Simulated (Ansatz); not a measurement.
# O3 (ozone) at 6 levels

We compute a comparison of 6 runs (HF/STO-3G, B2PLYP/STO-3G, CAM-B3LYP/STO-3G, PBE0/STO-3G, revPBE/STO-3G, wB97X/STO-3G) of O3 (ozone). 

The results are computed with Ansatz 0.2.0.

38 further runs of the same task are left out: 19 that didn't finish, 19 set aside as unsound or not needed.

## 1. The system as given

O3: 3 atoms, total charge 0, spin state singlet. As SMILES, `O=[O+][O-]`. The O3–O2 distance was set to 2.476 Å, away from the relaxed value. At this shape a bond of the SMILES string is far longer than usual.

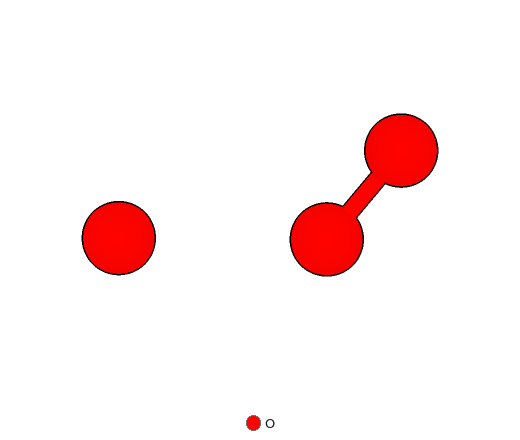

Viewed from a chosen angle; oxygen red.

## 2. The energy at HF/STO-3G (run 1)

run.yaml reads:

```yaml
crystal:
  periodic: [false, false, false]
  atoms:
    - symbol: O
      position_ang: [1.239604, -1.707012, 0.500201]
    - symbol: O
      position_ang: [0.162004, -1.488712, -0.068699]
    - symbol: O
      position_ang: [-0.619800, 0.853500, -0.250100]
basis:
  gaussian: {orbitals: STO-3G}
hamiltonian: {xc: hf}
accuracy: high
```

On the command line:

```bash
$ ansatz run run.yaml --threads 1 --pin off --max-ram 2610MiB --events-out events.jsonl --progress --plain --runs-dir runs
```

What it wrote:

```text
Warning: RAYON_NUM_THREADS=1 ignored (pool sized by the plan → 1); use --threads N
Functional definition: HF
  name "HF"
  exchange = exact_x
  correlation = 0
238 factors; integrals over basis functions are off by at most 4.2e-8 eV
mean field evaluation 1: about -5968.5103 eV, gradient 2.7e1 eV
mean field evaluation 2: about -5968.5074 eV, gradient 2.7e1 eV
mean field evaluation 4: about -5964.5910 eV, gradient 3.6e1 eV
mean field evaluation 8: about -6019.5030 eV, gradient 3.2e0 eV
mean field evaluation 16: about -6019.5971 eV, gradient 1.9e-8 eV
mean field evaluation 32: about -6019.5108 eV, gradient 9.6e-2 eV
mean field evaluation 64: about -6019.4853 eV, gradient 2.1e-1 eV
mean field evaluation 96: about -6019.5001 eV, gradient 2.0e-1 eV
mean field evaluation 128: about -6019.4127 eV, gradient 1.3e0 eV
mean field evaluation 160: about -6019.5879 eV, gradient 2.6e0 eV
mean field evaluation 192: about -6019.5052 eV, gradient 2.1e-1 eV
mean field -6019.59709378 eV, -221.2161129671 hartree, gradient 2.0e-8 eV, S^2 0.000000; 5 other end points of the search recorded, 0 dependent functions left out
reference -6019.59709378 eV, -221.2161129671 hartree; 12, 12 occupied and 3, 3 virtual orbitals, 238 factors
Total energy: -6019.59709378 eV, -221.2161129671 hartree
```

It took 0.24 s on 1 thread of Arm Neoverse V1, shared host.

## 3. A single-point energy at B2PLYP/STO-3G (run 2)

in.yaml reads:

```yaml
crystal:
  periodic: [false, false, false]
  atoms:
    - {symbol: O, position_ang: [1.239604, -1.707012, 0.500201]}
    - {symbol: O, position_ang: [0.162004, -1.488712, -0.068699]}
    - {symbol: O, position_ang: [-0.619800, 0.853500, -0.250100]}
basis:
  gaussian:
    orbitals: STO-3G
hamiltonian:
  xc: {name: B2PLYP}
correlation:
  frozen_orbitals: {O: 1}
accuracy: high
```

On the command line:

```bash
$ ansatz run in.yaml --threads 1 --pin off --max-ram 2610MiB --events-out events.jsonl --progress --plain --runs-dir runs
```

What it wrote:

```text
Warning: RAYON_NUM_THREADS=1 ignored (pool sized by the plan → 1); use --threads N
Functional definition: B2PLYP
  name "B2PLYP"
  parameter a = 0.53
  parameter c = 0.27
  exchange = (1 - a)*b88_x + a*exact_x
  correlation = (1 - c)*lyp_c + c*(mp2_os + mp2_ss)
238 factors; integrals over basis functions are off by at most 4.2e-8 eV
mean field evaluation 1: about -5987.1650 eV, gradient 3.1e1 eV
mean field evaluation 2: about -5987.1118 eV, gradient 3.1e1 eV
mean field evaluation 4: about -5978.8201 eV, gradient 5.6e1 eV
mean field evaluation 8: about -6014.9013 eV, gradient 6.1e1 eV
mean field evaluation 16: about -6036.6695 eV, gradient 1.8e-6 eV
mean field evaluation 32: about -6036.6768 eV, gradient 5.3e-2 eV
mean field evaluation 64: about -6036.3587 eV, gradient 7.0e0 eV
mean field evaluation 96: about -6015.2343 eV, gradient 4.3e0 eV
mean field evaluation 128: about -6036.6599 eV, gradient 1.0e0 eV
mean field -6036.66948417 eV, -221.8435117418 hartree, gradient 1.6e-8 eV, S^2 0.000000; 8 other end points of the search recorded, 0 dependent functions left out; unrestricted orbitals would lower it
3 core orbitals not correlated: weight in the atoms' cores, before any rotation towards them, 1.000 or more for the frozen orbitals, at most 0.000 for the correlated occupied ones
reference -6036.66949525 eV, -221.8435121490 hartree; 9, 9 occupied and 3, 3 virtual orbitals, 238 factors
second order -5.67741154 eV of doubles, -0.00000000 eV of singles
Total energy: -6038.20239637 eV, -221.8998452260 hartree
```

Wall time 3.3 s (1 thread of Arm Neoverse V1, shared host).

Runs 3 to 5 aren't shown in full; the table further down has their settings and results.

## 4. The energy at wB97X/STO-3G (run 6)

run.yaml, as its differences from that of step 2:

```diff
@@ -11,3 +11,3 @@
   gaussian: {orbitals: STO-3G}
-hamiltonian: {xc: hf}
+hamiltonian: {xc: {name: wB97X}}
 accuracy: high
```

On the command line:

```bash
$ ansatz run run.yaml --threads 1 --pin off --max-ram 2610MiB --events-out events.jsonl --progress --plain --runs-dir runs
```

What it wrote:

```text
Warning: RAYON_NUM_THREADS=1 ignored (pool sized by the plan → 1); use --threads N
Functional definition: wB97X
  name "wB97X"
  parameter omega = 0.3/bohr
  parameter cx = 0.157706
  parameter cx1 = 0.726479
  parameter cx2 = 1.04760
  parameter cx3 = -5.70635
  parameter cx4 = 13.2794
  parameter css1 = -4.33879
  parameter css2 = 18.2308
  parameter css3 = -31.7430
  parameter css4 = 17.2901
  parameter cos1 = 2.37031
  parameter cos2 = -11.3995
  parameter cos3 = 6.58405
  parameter cos4 = -3.78132
  exchange = spin_sum(e_x_unif_sr(omega)*poly(b97_u_x, 1 - cx, cx1, cx2, cx3, cx4)) + cx*exact_x_sr(omega)
      + exact_x_lr(omega)
  correlation = spin_sum(e_c_pw_same_spin*poly(b97_u_same, 1, css1, css2, css3, css4))
      + integral(e_c_pw_opposite_spin*poly(b97_u_opposite, 1, cos1, cos2, cos3, cos4))
238 factors; integrals over basis functions are off by at most 4.2e-8 eV
119 factors; integrals over basis functions are off by at most 7.7e-10 eV
mean field evaluation 1: about -5995.7555 eV, gradient 3.2e1 eV
mean field evaluation 2: about -5793.2995 eV, gradient 2.2e1 eV
mean field evaluation 4: about -5987.1697 eV, gradient 5.9e1 eV
mean field evaluation 8: about -6044.3691 eV, gradient 3.5e0 eV
mean field evaluation 16: about -6044.4171 eV, gradient 1.2e-5 eV
mean field evaluation 32: about -6044.4161 eV, gradient 9.9e-2 eV
mean field -6044.41705685 eV, -222.1282297864 hartree, gradient 2.9e-8 eV, S^2 0.000000; 4 other end points of the search recorded, 0 dependent functions left out
reference -6044.41705626 eV, -222.1282297647 hartree; 12, 12 occupied and 3, 3 virtual orbitals, 238 factors
Total energy: -6044.41705626 eV, -222.1282297647 hartree
```

Run time: 5.1 s. Hardware: 1 thread of Arm Neoverse V1, shared host; peak memory 0.18 GiB.

## 5. The series

```csv
run,level,frozen core orbitals,energy (Eh),wall time
1,HF/STO-3G,–,-221.216113,0.24 s
2,B2PLYP/STO-3G,3,-221.899845,3.3 s
3,CAM-B3LYP/STO-3G,–,-222.051293,1.2 s
4,PBE0/STO-3G,–,-221.948036,1.4 s
5,revPBE/STO-3G,–,-222.191434,3 s
6,wB97X/STO-3G,–,-222.128230,5.1 s
```

## 6. Results

| quantity | value |
| --- | --- |
| run 6: total energy | -222.12823 Eh |

What this shows: Totals of different functionals can't be ranked against each other. In run 2 the log says that unrestricted orbitals would lower the reference, so the values rest on an unstable closed-shell determinant (other closed-shell runs at this shape may share the fault). In runs 1, 2, 3, 4, 5, 6 the basis is minimal, so the values are rough. In runs 1, 2, 3, 4, 5, 6 a closed-shell determinant meets a far-stretched bond, which it describes badly. All runs together took 14 s, the longest 5.1 s.
